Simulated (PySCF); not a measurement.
# C3HClF3Se: the cost of one run

Programs: PySCF 2.14.0, with routines of our own; each step states its level. All values are computed. Atoms count from 0.

### Step 1. The system as given

9 atoms, charge -1, multiplicity 1; geometry from: GFN2-xTB.

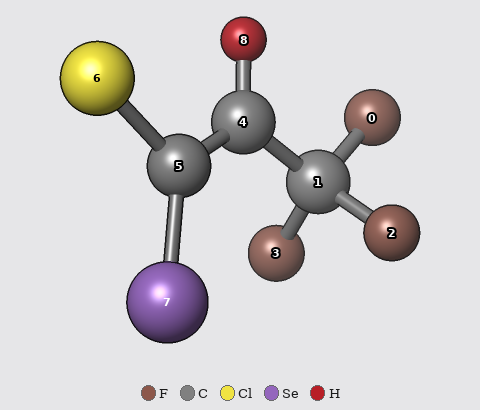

The starting geometry (fluorine brown, carbon grey, chlorine yellow, selenium purple, hydrogen red).

### Step 2. Excited states: TDA PBE0/def2-SVPD

The job: settings as JSON, then the geometry in Å.

```
{"job": {"kind": "states", "xc": "PBE0", "basis": "def2-SVPD", "tda": true, "soc": true, "nstates": 6, "ntriplets": 6, "nquad": 4}, "charge": -1, "multiplicity": 1}
F     -2.052178    -0.977847    -0.221638
C     -1.136301     0.019504    -0.068407
F     -1.525971     0.667149     1.049330
F     -1.390402     0.870613    -1.084209
C      0.228766    -0.537275    -0.036851
C      1.332704     0.221879     0.097715
Cl     2.826948    -0.679343     0.092336
Se     1.446932     2.031325     0.281292
H      0.283063    -1.610012    -0.134748
```

Method: TDA PBE0/def2-SVPD excited states, vertical, gas phase, spin-orbit mean-field couplings.

Run with:

```sh
> OMP_NUM_THREADS=1 python excited_run.py task.json out
```

One launch serves the whole session: the jobs run in the order shown.

**Question.** How long does this first job take on 1 thread of Arm Neoverse N1, shared host, and how much memory does it need?

About 56 s, with a peak of 0.83 GiB.
